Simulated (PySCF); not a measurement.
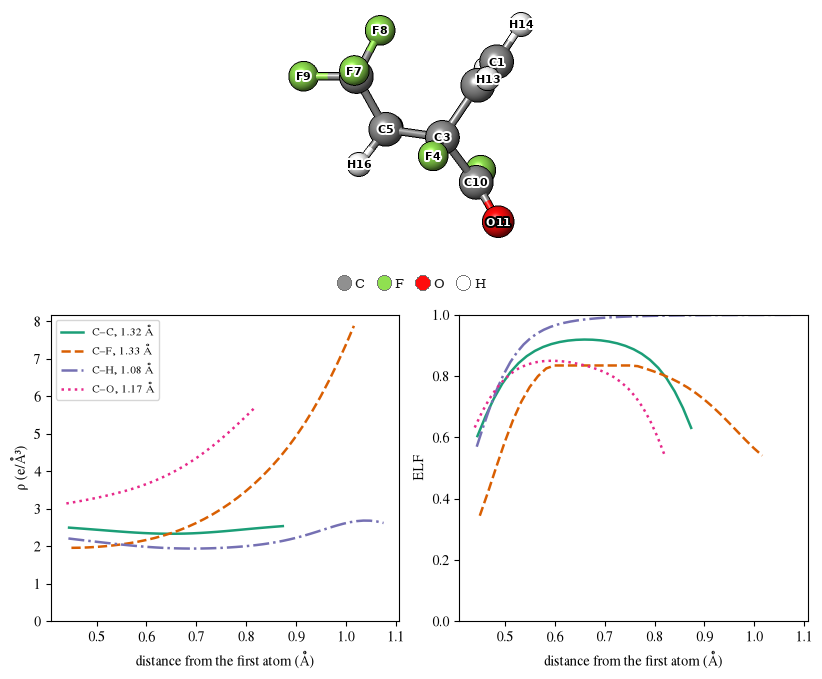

The picture shows: C₆H₅F₅O. Total electron density and electron localisation function along straight lines between neighbouring atoms. The curves leave out the atomic cores. The structure is drawn too.

Geometry: GFN2-xTB.

Theory: PySCF 2.14.0, PBE0/pcSseg-1, SCF density, gas phase, non-relativistic.

```xyz
17

C     1.6816    1.2385   -0.9509
C     1.0349    0.1127   -0.7221
C     0.3672   -0.2076    0.5983
F     0.5306    0.8240    1.4935
C    -1.1382   -0.4972    0.4587
C    -1.8551    0.5338   -0.4030
F    -1.5808    1.7939   -0.0685
F    -1.5609    0.4045   -1.7052
F    -3.1837    0.3831   -0.3018
C     1.0976   -1.4098    1.1817
O     1.8306   -1.4694    2.0942
F     0.8325   -2.5178    0.4319
H     1.7688    2.0044   -0.1992
H     2.1336    1.4331   -1.9069
H     0.9325   -0.6645   -1.4650
H    -1.5966   -0.4740    1.4508
H    -1.3015   -1.4756    0.0035
```

> Compare the contacts.

C–C (1.32 Å): ρ is about 2.3 e/Å³ halfway; the ELF peaks at about 0.90 between the atoms; a multiple bond.
C–F (1.33 Å): ρ at the midpoint is about 2.4 e/Å³; the ELF peaks at about 0.85 between the atoms, as expected for a shared but strongly polarised pair.
C–H (1.08 Å): the density is about 2.1 e/Å³ at the midpoint; the ELF climbs to about 1 towards the hydrogen, as it does in any bond to H: an ordinary covalent bond to hydrogen.
C–O (1.17 Å): ρ at the midpoint is about 3.6 e/Å³; the ELF peaks at about 0.85 between the atoms (a multiple bond).
